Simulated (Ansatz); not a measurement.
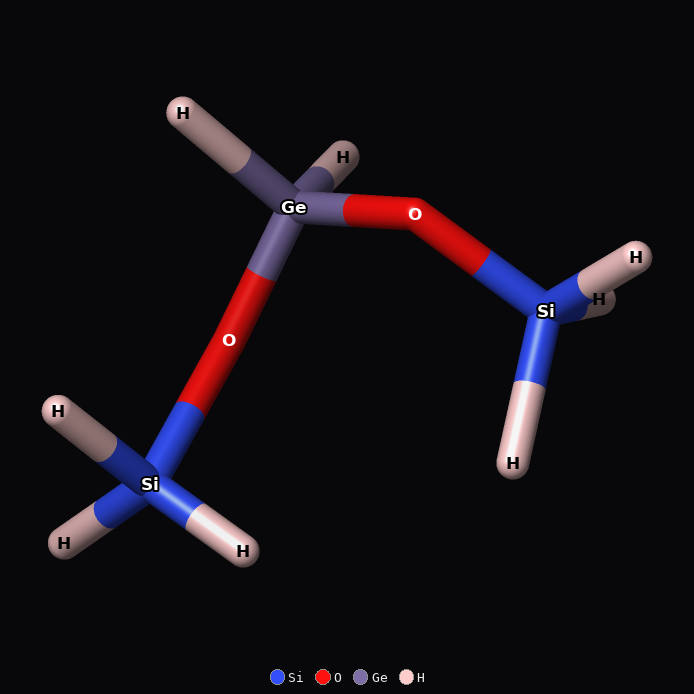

Starting geometry of the run.

Ansatz 0.2.0 input:

```yaml
crystal:
  periodic: [false, false, false]
  atoms:
    - {symbol: Si, position_ang: [-2.093111, 0.690423, 1.014099]}
    - {symbol: O, position_ang: [-0.174838, 0.869484, 1.063233]}
    - {symbol: Ge, position_ang: [1.120485, 0.024738, 1.009288]}
    - {symbol: O, position_ang: [1.119439, -1.134475, -0.338469]}
    - {symbol: Si, position_ang: [1.048731, -0.508616, -1.913771]}
    - {symbol: H, position_ang: [-2.569363, 1.912123, 1.705921]}
    - {symbol: H, position_ang: [-2.403072, 0.513280, -0.214533]}
    - {symbol: H, position_ang: [-2.323132, -0.494453, 2.003981]}
    - {symbol: H, position_ang: [2.297826, 1.005083, 1.003615]}
    - {symbol: H, position_ang: [1.019263, -1.145653, 2.294312]}
    - {symbol: H, position_ang: [1.430688, -1.854512, -2.697432]}
    - {symbol: H, position_ang: [1.862241, 0.486143, -2.154966]}
    - {symbol: H, position_ang: [-0.572854, -0.316441, -2.361691]}
basis:
  gaussian: {orbitals: "6-31G*"}
hamiltonian: {xc: {name: HF}, pseudopotentials: {relativity: none}}
correlation: {method: ccsd, electrons: all}
accuracy: high
```

It was started with:

```sh
ansatz run in.yaml --threads 8 --pin off --events-out ev --progress --plain --max-ram 18278MiB
```

Output:

```
Functional definition: HF
  name "HF"
  cite "Fock, Z. Phys. 61, 126 (1930) doi:10.1007/BF01340294"
  parent pbe
  exchange = exact_x
  correlation = 0
2600 factors; integrals over basis functions are off by at most 1.2e-8 eV
mean field evaluation 1: about -76384.0288 eV, gradient 5.0e1 eV
mean field evaluation 2: about -76384.1340 eV, gradient 5.0e1 eV
mean field evaluation 4: about -76389.4364 eV, gradient 3.4e0 eV
mean field evaluation 8: about -76389.4893 eV, gradient 2.6e-1 eV
mean field evaluation 16: about -76384.0284 eV, gradient 5.0e1 eV
mean field -76389.48945011 eV, -2807.2619586359 hartree, gradient 4.9e-8 eV, S^2 0.000000; 0 other end points of the search recorded, 0 dependent functions left out
reference -76389.48945011 eV, -2807.2619586359 hartree; 42, 42 occupied and 77, 77 virtual orbitals, 2600 factors
second order -23.69342811 eV of doubles, -0.00000000 eV of singles
cycle   1  -23.30063040 eV  change    3.9e-1 eV  update   1.3e-1
cycle   2  -24.16729342 eV  change   -8.7e-1 eV  update   4.4e-2
cycle   3  -24.36214868 eV  change   -1.9e-1 eV  update   2.2e-2
cycle   4  -24.33236200 eV  change    3.0e-2 eV  update   4.1e-3
cycle   5  -24.33399050 eV  change   -1.6e-3 eV  update   1.8e-3
cycle   6  -24.33520675 eV  change   -1.2e-3 eV  update   5.3e-4
cycle   7  -24.33473002 eV  change    4.8e-4 eV  update   2.4e-4
cycle   8  -24.33460723 eV  change    1.2e-4 eV  update   6.9e-5
cycle   9  -24.33463053 eV  change   -2.3e-5 eV  update   3.0e-5
cycle  10  -24.33465454 eV  change   -2.4e-5 eV  update   1.0e-5
cycle  11  -24.33464765 eV  change    6.9e-6 eV  update   4.2e-6
cycle  12  -24.33465144 eV  change   -3.8e-6 eV  update   1.9e-6
cycle  13  -24.33465206 eV  change   -6.2e-7 eV  update   6.9e-7
cycle  14  -24.33465223 eV  change   -1.7e-7 eV  update   2.9e-7
cycle  15  -24.33465251 eV  change   -2.8e-7 eV  update   1.2e-7
cycle  16  -24.33465263 eV  change   -1.1e-7 eV  update   5.6e-8
cycle  17  -24.33465263 eV  change   -3.6e-9 eV  update   3.5e-8
cycle  18  -24.33465192 eV  change    7.1e-7 eV  update   1.3e-7
cycle  19  -24.33465187 eV  change    4.8e-8 eV  update   3.0e-8
cycle  20  -24.33465183 eV  change    3.6e-8 eV  update   1.1e-8
cycle  21  -24.33465183 eV  change    5.9e-9 eV  update   4.0e-9
Total energy: -76413.82410194 eV, -2808.1562405959 hartree
```

The calculation finished and met its thresholds.
